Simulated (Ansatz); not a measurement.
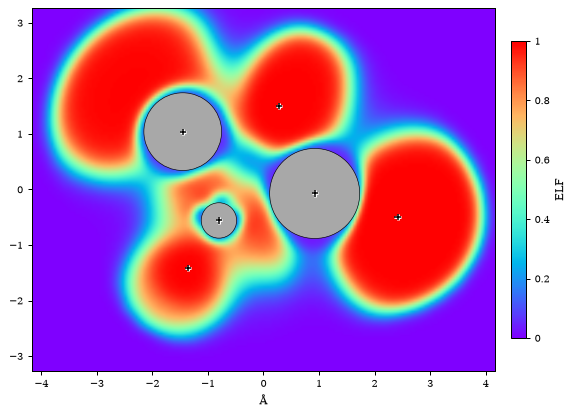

The ELF on a plane through atoms (crosses mark nuclei in the plane; grey discs cover the cores).

Computed with isolated molecule in a Gaussian basis; Kohn-Sham density functional theory, functional PBE0 (Ansatz).

Candidates:
A. AlB2FH2
B. CHClSn (triplet)
C. AlH3NSi (charge +1)

> Which candidate gave the map?

Candidate C: AlH3NSi on the molecular plane, which holds Al, N, Si and H. Si–N (1.73 Å): the ELF peaks at about 0.90 between the atoms; a shared but strongly polarised pair. Al–N (1.79 Å): the ELF peaks at about 0.90 in the valence shell of N, 0.7 Å from its nucleus, and is about 0.65 at the midpoint.
